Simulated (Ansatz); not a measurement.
# CoBiS3, from a guessed structure to a relaxed one, part 2 of 2

Starting from a made-up structure for CoBiS3, the aim is the relaxed cell, its shortest contacts and, where a second run follows, its electronic structure.

Ansatz 0.2.0; DFT, PBE, plane-wave PAW, files of the set soft_1, scalar-relativistic, ferromagnetic start, cell and ions relaxed at zero pressure; PAW set soft_1 (the session's first sound run).

So far: The structure; Relaxing cell and atoms. The relaxed cell has a = 4.291, c = 5.580 Å (conventional setting).

### Step 3. Bands of the relaxed cell

With the geometry fixed, one more self-consistent run, with a narrower smearing and the mesh shown in its input, gives the bands, and its pressure, and its forces where symmetry allows any, show how far the geometry depends on these settings.

This step: DFT, PBE, plane-wave PAW, files of the set soft_1, scalar-relativistic, no spin, bands and density of states at the relaxed cell; PAW set soft_1 (Ansatz 0.2.0).

input.yaml

```yaml
crystal:
  lattice:
    - [4.2906267012, 0.0, 0.0]
    - [0.0, 4.2906267012, 0.0]
    - [0.0, 0.0, 5.5804477328]
  atoms:
    - { symbol: Bi, position: [0.0, 0.0, 0.0281792827] }
    - { symbol: Co, position: [0.5, 0.5, 0.5955425646] }
    - { symbol: S, position: [0.0, 0.5, 0.7108560584] }
    - { symbol: S, position: [0.5, 0.5, 0.2061660359] }
    - { symbol: S, position: [0.5, 0.0, 0.7108560584] }
kpoints:
  mp_grid: { grid: [8, 8, 6] }
  band_path:
    path:
      - [[0.0, 0.0, 0.0], [0.0, 0.5, 0.0], [0.5, 0.5, 0.0], [0.0, 0.0, 0.0], [0.0, 0.0, 0.5], [0.0, 0.5, 0.5], [0.5, 0.5, 0.5], [0.0, 0.0, 0.5]]
      - [[0.0, 0.5, 0.0], [0.0, 0.5, 0.5]]
      - [[0.5, 0.5, 0.0], [0.5, 0.5, 0.5]]
    npoints: 8
scf:
  occupations: { method: fermi_dirac, width: 0.03 }
  n_extra_bands: 9
hamiltonian:
  xc: pbe
  pseudopotentials: { kind: paw, azcp: { folder: soft_1 } }
output:
  forces: true
  stress: true
  write_bands: true
  dos: { projected: true }
  write_density: true
  write_potential: true
  elf: true
  volumetric_format: npy
```

The run is started by

```sh
$ ansatz run input.yaml --threads 4 --pin off --max-ram 8192MiB --backend cpu --events-out ev --progress --plain --runs-dir out
```

Numbers of over 12 decimals in the logs are rounded to 6 here.

The log of the run:

```text
[...]
Crystal: 5 atoms, lattice volume = 102.733 Å³
Basis set: ecut = 420 eV, 2011 PW (Γ), exchange–correlation on 60×60×80 points (8 copies of the dense FFT grid, shifted against one another)
Bands: 34, of which v1, the nominal top of the filled ones, is band 25 counted from 1 (24 counted from 0)
Symmetry: 8 space group operations
[...]
k-points: 60 of 384 (time reversal used)
[...]
SCF iter   1: F=—  HF=-20238.283998 eV  |F-HF|=—  |Δ(HF+E_count)|=         —  Δρ=2.34e-1  dr2=5.87e1  ethr=3.10e-3  ⟨swp⟩=7.6  Hψ=10268  notcnv=0  defer=1
[...]
SCF iter  12: F=-20232.319322 eV  HF=-20232.319322 eV  |F-HF|=6.36e-9  |Δ(HF+E_count)|=   7.09e-8  Δρ=4.06e-6  dr2=2.03e-8  ethr=2.00e-10  ⟨swp⟩=17.9  Hψ=16228  notcnv=0
SCF 1 converged in 12 iterations: F = -20232.319322 eV  dr2 = 2.03e-8
[...]
NSCF: frozen V_eff on 75 k-points
SCF converged after 12 iterations
Free energy (F): -20232.319322 eV
[...]
Internal energy: -20232.308635 eV  (E = F + TS)
E sigma→0 (E₀):  -20232.313978 eV
Entropy (-TS):   -0.010687 eV (-2.137 meV/atom)
Fermi energy:    8.904576 eV
[...]
--- Forces (eV/Å), atoms counted from 1 ---
  atom   1  Bi     0.00000000     0.00000000     0.08517061
  atom   2  Co    -0.00000000     0.00000000     0.05376992
  atom   3  S     -0.00000000     0.00000000    -0.05704960
  atom   4  S     -0.00000000     0.00000000    -0.02482165
  atom   5  S      0.00000000     0.00000000    -0.05704960
  max |Σ_I F_I| component: 1.97e-5 eV/Å
--- Stress (GPa, compression-positive) ---
       -0.210982       0.000000       0.000000
        0.000000      -0.210982       0.000000
        0.000000       0.000000       0.125585
  P = ⅓ Tr σ = -0.0988 GPa (-0.988 kbar)
--- Band table (eV; the first three rows and the last of 60) ---
  k-point 0: bands = [... 21 lower, 7.7828, 7.7828, 8.8217, 8.8217, 9.2930, 9.2942, 10.6060, 11.9697, ... 5 higher]
  k-point 1: bands = [... 21 lower, 7.6048, 7.6048, 8.9241, 8.9241, 9.2751, 9.2865, 10.3765, 12.0040, ... 5 higher]
  k-point 2: bands = [... 21 lower, 7.2879, 7.2879, 9.0775, 9.0775, 9.2252, 9.2422, 9.8416, 12.0497, ... 5 higher]
  k-point 59: bands = [... 21 lower, 7.9654, 7.9654, 8.0069, 9.2275, 9.3622, 11.9938, 12.1269, 12.6087, ... 5 higher]
```

Run time: 9.7 s. Hardware: 4 threads of Arm Neoverse V2, shared host; peak memory 0.53 GiB.

This step gave:

| Property | Result |
| --- | --- |
| free energy | -20232.3193 eV |
| energy at zero smearing | -20232.3140 eV |
| smearing term TS | 0.01069 eV |
| Fermi energy | 8.905 eV |
| pressure | -0.09879 GPa |

From bands.tsv, the bands that come nearest the Fermi level along the path, at its corners, in eV from the Fermi level:

```tsv
point	band 22	band 23	band 24	band 25	band 26	band 27	band 28	band 29
Γ	-1.12	-1.12	-0.08	-0.08	0.39	0.39	1.70	3.07
X	-1.18	-0.81	-0.77	-0.44	0.20	0.69	1.80	2.25
M	-1.29	-1.14	-0.62	-0.62	0.46	1.68	3.09	4.15
Γ	-1.12	-1.12	-0.08	-0.08	0.39	0.39	1.70	3.07
Z	-1.78	-1.67	0.20	0.24	0.24	0.32	0.71	3.16
R	-1.51	-0.90	-0.34	-0.09	0.09	0.54	1.92	2.83
A	-0.94	-0.94	-0.90	0.32	0.46	3.09	3.22	3.70
Z	-1.78	-1.67	0.20	0.24	0.24	0.32	0.71	3.16
X	-1.18	-0.81	-0.77	-0.44	0.20	0.69	1.80	2.25
R	-1.51	-0.90	-0.34	-0.09	0.09	0.54	1.92	2.83
M	-1.29	-1.14	-0.62	-0.62	0.46	1.68	3.09	4.15
A	-0.94	-0.94	-0.90	0.32	0.46	3.09	3.22	3.70
```

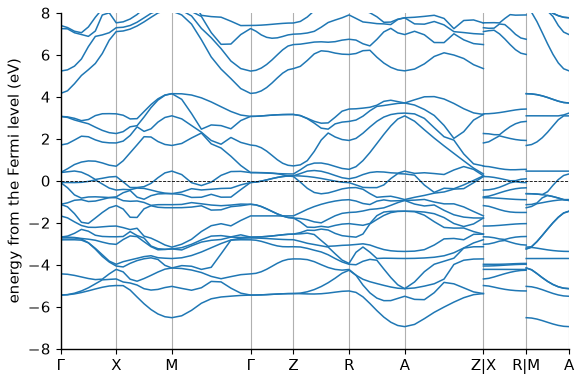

Bands along the path. 13 bands lie wholly below the window drawn.

Counts of states for the cell as run, both spins, by energy window (eV from the Fermi level): Near the top, bands beyond those computed are missing, so counts there can be too low.

```
from  to  total
  -8  -7   0.00
  -7  -6   0.45
  -6  -5   2.65
  -5  -4   3.17
  -4  -3   3.90
  -3  -2   5.26
  -2  -1   3.96
  -1   0   4.71
   0   1   2.52
   1   2   1.78
   2   3   3.12
   3   4   2.45
   4   5   0.12
   5   6   0.97
```

A further 26.0 states lie below the table's range.

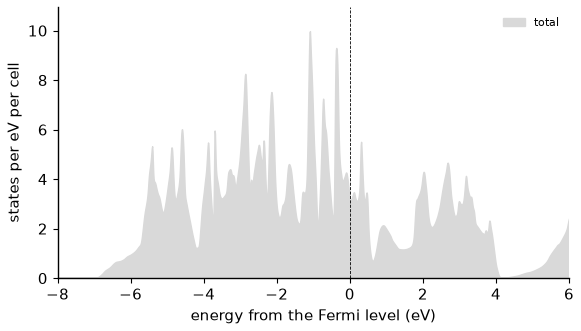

Total density of states, smoothed over about 0.04 eV.

Force by atom:

| atom | x (eV/Å) | y (eV/Å) | z (eV/Å) | size |
| --- | --- | --- | --- | --- |
| Bi1 | 0.0000 | 0.0000 | 0.0852 | 0.0852 |
| Co2 | 0.0000 | 0.0000 | 0.0538 | 0.0538 |
| S3 | 0.0000 | 0.0000 | -0.0570 | 0.0570 |
| S4 | 0.0000 | 0.0000 | -0.0248 | 0.0248 |
| S5 | 0.0000 | 0.0000 | -0.0570 | 0.0570 |

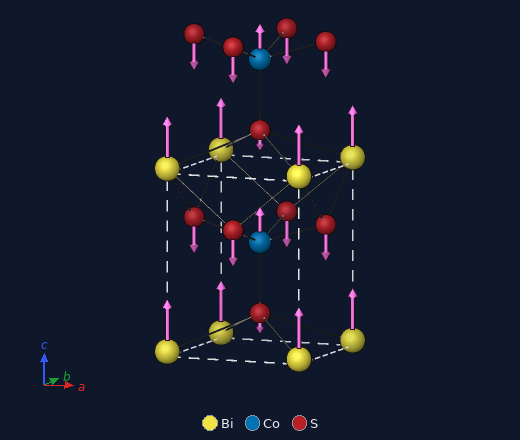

Force as arrows, the longest 0.0852 eV/Å. 1×1×2 cells are drawn. Some periodic images of atoms are drawn too.

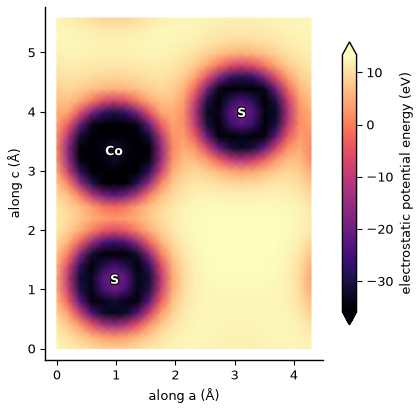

Electrostatic potential energy in the ac plane at fractional y = 0.500, with atoms of Co and S within 0.2 Å of it. With pseudopotentials it is smooth inside the atoms' cores, unlike the true potential. The map starts off the cell's origin, so that atoms lie inside it.

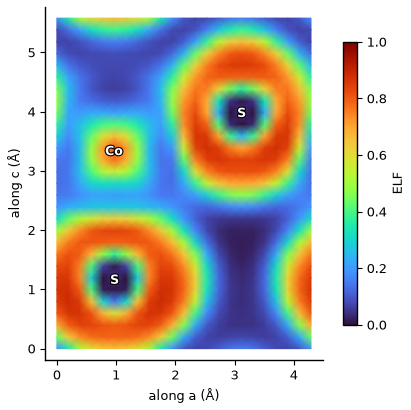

ELF in the ac plane at fractional y = 0.500, with atoms of Co and S within 0.2 Å of it. It is the smooth field of the valence electrons, not physical close to the nuclei. The map starts off the cell's origin, so that atoms lie inside it.

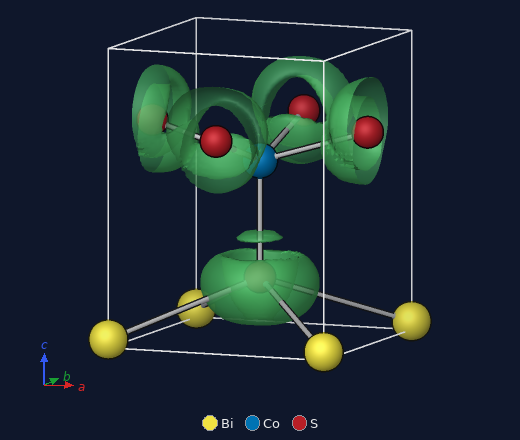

Surface of ELF = 0.82.

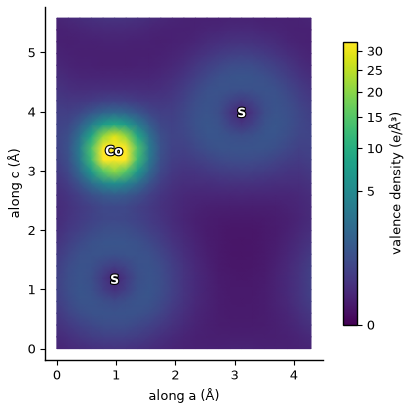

Valence density in the ac plane at fractional y = 0.500, with atoms of Co and S within 0.2 Å of it. It is the smooth field of the valence electrons, not physical close to the nuclei. The map starts off the cell's origin, so that atoms lie inside it. The colour scale is stretched toward low values.

### Step 4. Summary of results

```
space group, relaxed : P4mm
conventional cell    : a = 4.291, b = 4.291, c = 5.580 Å; α = 90.0°, β = 90.0°, γ = 90.0°
volume per atom      : 20.55 Å³ (guess 19.93)
total moment         : 0.00 μB in the cell of 5 atoms
```

**Reading.** CoBiS3 relaxes to P4mm with a = 4.291, b = 4.291 and c = 5.580 Å. The guessed volume was 3 % too small. The space group P4mm was held in the relaxation, so the end point is a stationary structure within it and may be a saddle against distortions or other arrangements. The moments died out from this one start and weren't seeded again at the relaxed cell. Bands cross the Fermi level, so it is a metal or semimetal at this level. On the 8×8×6 mesh with the narrower smearing (relaxed on 6×6×6) the largest force component is 0.085 eV/Å and the largest stress component is 0.211 GPa, against the relaxation's thresholds of 0.015 eV/Å and 0.05 GPa. The cutoff wasn't tested. A vector of the cell changed its length by 14 %, more than the volume shows. Spin-orbit coupling is left out, which can matter for elements this heavy. No dispersion term is used, so weakly bound directions may come out too long. Nothing here tests whether the compound is stable against decomposition.

[Logs are printed without paths, hosts, clocks, repeated set-up lines and the standing remarks that a program may print on its own settings, such as how far it seeks lower states.]

[Hosts, paths, dates, database ids (printed as entryN), source tags and the programs' standing remarks are cut or masked in the printed files.]
